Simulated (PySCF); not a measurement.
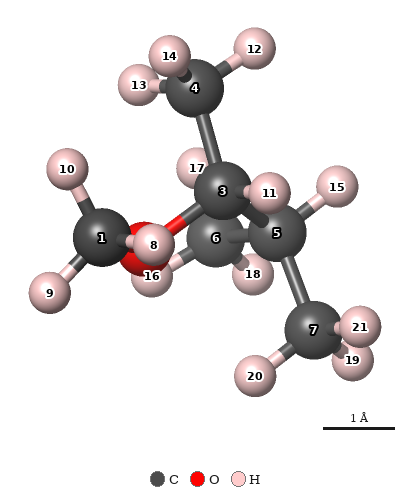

**Figure 1.** The structure (ball-and-stick view, seen at a tilt; atoms are numbered from 1 in the order of the input). Bond lengths as drawn: C–C 1.53 to 1.54 Å, C–H 1.09 to 1.11 Å and C–O 1.40 to 1.42 Å.

# NMR shielding calculation of C$_{6}$H$_{14}$O

C$_{6}$H$_{14}$O, SMILES CO[C@H](C)C(C)C, computed with GIAO PBE0/pcSseg-1 NMR shielding, non-relativistic, IEF-PCM chloroform (PySCF 2.14.0).

The geometry comes from this level: GFN2-xTB. Figures and captions count atoms from 1; the log counts them from 0 in places.

Input
```
{"job": {"xc": "PBE0", "basis": "pcSseg-1", "solvent": "chloroform", "kind": "nmr", "pop": false}, "charge": 0, "multiplicity": 1}
C      2.123215    -1.352392    -0.006641
O      0.802572    -0.954200     0.236215
C      0.466101     0.331215    -0.257789
C      1.096342     1.451462     0.576691
C     -1.071879     0.425649    -0.295898
C     -1.679203     0.219791     1.089163
C     -1.628718    -0.606989    -1.274166
H      2.374103    -1.272329    -1.072781
H      2.190957    -2.394910     0.301181
H      2.846760    -0.764244     0.569575
H      0.837586     0.421313    -1.294902
H      0.677138     2.410759     0.285923
H      0.903391     1.281777     1.632263
H      2.172522     1.487874     0.423433
H     -1.329331     1.427724    -0.657419
H     -1.324479    -0.719132     1.504203
H     -1.406012     1.028181     1.761799
H     -2.764005     0.186682     1.019853
H     -2.713351    -0.543221    -1.316763
H     -1.348387    -1.605245    -0.949469
H     -1.234243    -0.442821    -2.274942
```

The first line tells a small driver script what to run in PySCF; the rest is the geometry in Å.

Run as:
```bash
OMP_NUM_THREADS=1 python <driver script> task.json out
```

What the program printed
```
coarse grid: 16288 points
cycle   1  E = -311.7330557605  dE =  5.565e-01  |g| = 6.218e-01  |ddm| = 3.725e+00
cycle   2  E = -311.6817738161  dE =  5.128e-02  |g| = 8.240e-01  |ddm| = 1.226e+00
cycle   3  E = -311.8153752637  dE = -1.336e-01  |g| = 9.552e-02  |ddm| = 7.705e-01
cycle   4  E = -311.8169172533  dE = -1.542e-03  |g| = 3.135e-02  |ddm| = 7.961e-02
cycle   5  E = -311.8171287846  dE = -2.115e-04  |g| = 4.423e-03  |ddm| = 2.603e-02
cycle   6  E = -311.8171323941  dE = -3.610e-06  |g| = 1.554e-03  |ddm| = 4.479e-03
final grid: 153664 points
cycle   7  E = -311.8724221018  dE = -5.753e-05  |g| = 1.311e-02  |ddm| = 3.736e-02
cycle   8  E = -311.8723984612  dE =  2.364e-05  |g| = 1.734e-02  |ddm| = 2.181e-02
cycle   9  E = -311.8724592031  dE = -6.074e-05  |g| = 1.633e-03  |ddm| = 1.230e-02
cycle  10  E = -311.8724597339  dE = -5.308e-07  |g| = 1.901e-04  |ddm| = 1.468e-03
cycle  11  E = -311.8724597404  dE = -6.490e-09  |g| = 8.068e-05  |ddm| = 2.603e-04
cycle  12  E = -311.8724597418  dE = -1.398e-09  |g| = 2.173e-05  |ddm| = 7.887e-05
cycle  13  E = -311.8724597419  dE = -1.078e-10  |g| = 1.951e-06  |ddm| = 1.730e-05
```

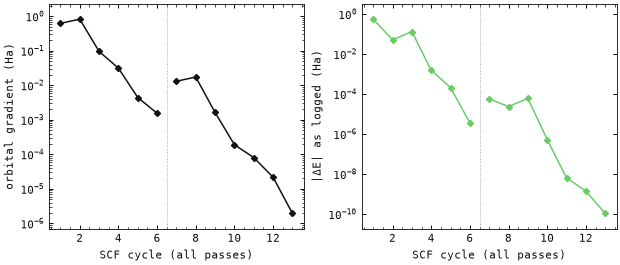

**Figure 2.** Convergence of the self-consistent field: orbital gradient and size of the energy change against the SCF cycle. The dotted line marks the change from a coarse to the final integration grid. The first 6 cycles use a coarse grid, the final grid takes over at cycle 7, and the field converges after 13 cycles in all.

```
converged SCF energy = -311.8724597419

GIAO shielding tensors (ppm)
atom      isotropic    diamagn.    paramagn.     s11        s22        s33       span
  0 C      128.212     243.842    -115.630     92.304    107.750    184.583     92.279
  1 O      302.782     400.708     -97.926    251.079    302.460    354.808    103.729
  2 C      103.563     247.166    -143.604     83.531     88.904    138.253     54.723
  3 C      168.652     249.374     -80.721    148.242    170.305    187.411     39.169
  4 C      148.078     247.489     -99.412    134.716    148.085    161.433     26.717
  5 C      171.995     248.664     -76.669    159.915    167.633    188.438     28.523
  6 C      164.329     247.955     -83.626    140.769    163.126    189.092     48.323
  7 H       28.584      29.696      -1.113     24.410     26.109     35.232     10.823
  8 H       27.775      28.859      -1.084     23.461     25.172     34.692     11.231
  9 H       27.965      29.643      -1.678     23.340     25.988     34.566     11.227
 10 H       28.507      34.485      -5.978     26.183     28.280     31.058      4.874
 11 H       30.915      31.231      -0.316     26.489     28.884     37.373     10.884
 12 H       30.705      31.834      -1.129     26.698     29.882     35.534      8.836
 13 H       29.841      30.854      -1.013     24.867     28.708     35.948     11.081
 14 H       30.244      33.411      -3.167     26.497     28.654     35.581      9.084
 15 H       30.675      31.875      -1.200     25.986     30.747     35.291      9.306
 16 H       30.615      31.403      -0.789     25.213     29.659     36.973     11.760
 17 H       31.147      30.483       0.664     26.431     29.038     37.973     11.542
 18 H       30.879      30.214       0.664     26.214     28.719     37.704     11.489
 19 H       30.393      31.637      -1.244     26.135     30.392     34.652      8.518
 20 H       30.799      30.966      -0.166     26.348     28.341     37.709     11.360
```

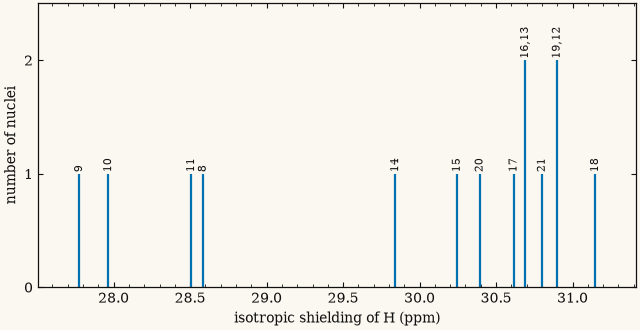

**Figure 3.** Isotropic shieldings of the hydrogen nuclei in this fixed geometry, labelled by atom number; shielding grows to the right, so chemical shift grows to the left. The least shielded is H9 (27.8 ppm), the most shielded H18 (31.1 ppm).

Key numbers

```csv
quantity,value
outcome,converged
total energy,−311.872460 hartree
HOMO,−7.23 eV
LUMO,1.54 eV
dipole moment,1.59 D
"isotropic shielding, C",103.6 to 172.0 ppm
"isotropic shielding, O",302.8 ppm
"isotropic shielding, H",27.8 to 31.1 ppm
hardware,"1 CPU thread, shared host"
wall time,19 s
peak memory,1.1 GiB
```
